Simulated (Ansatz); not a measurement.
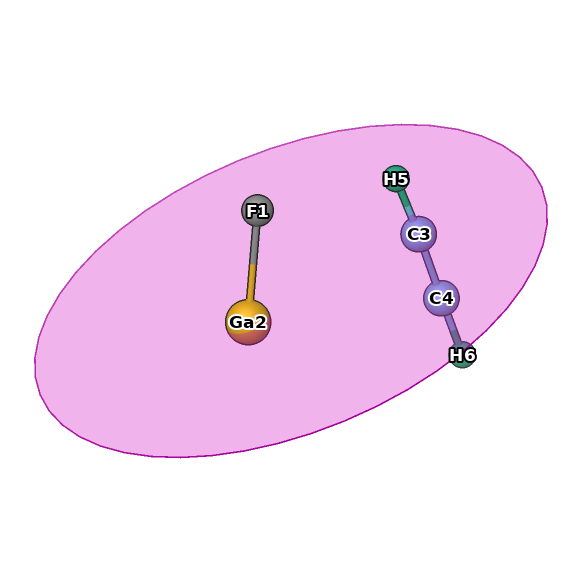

A disc through the centre of mass is drawn in. Depth is shown by fading: the farther an atom, the more it takes the colour of the background. The geometry was computed by an optimisation with PBE0-D4/def2-TZVP.

**Is the plane of the disc a mirror plane of the structure?**

No. The point group is Cs, with 1 mirror plane, and this plane isn't one of its mirror planes.
